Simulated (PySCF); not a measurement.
C₄H₉BO₂, SMILES C(B)CC(OC)=O at its GFN2-xTB optimised geometry (Å):

```
16

B      2.2847    -1.8937     0.3298
C      1.5685    -0.5434     0.0000
C      0.0382    -0.5434     0.0000
C     -0.5234     0.8594     0.0000
O      0.0492     1.8436     0.3871
O     -1.7779     0.8756    -0.4744
C     -2.4287     2.1387    -0.4869
H      3.4447    -1.9621     0.2067
H      1.6864    -2.8219     0.7143
H      1.9229    -0.1286    -0.9478
H      1.8998     0.1894     0.7464
H     -0.3377    -1.0330     0.9020
H     -0.3657    -1.0820    -0.8574
H     -2.4295     2.5749     0.5140
H     -3.4447     1.9551    -0.8258
H     -1.9156     2.8219    -1.1669
```

Computed with PBE/def2-TZVP (PySCF 2.14.0). Cells within 0.4 Å of a nucleus heavier than hydrogen are left out (blank, or x).

Map of the electrostatic potential (hartree/e), clipped to [-0.08, 0.12] on the plane z = 0.0 Å:

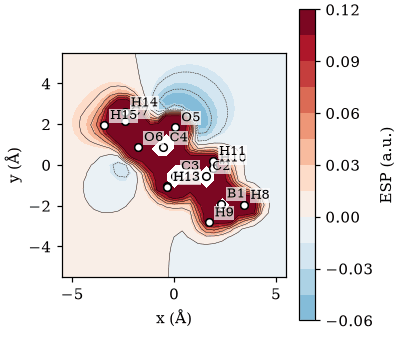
Electrostatic potential (hartree/e), clipped to [-0.08, 0.12] on the plane z = 0.0 Å.
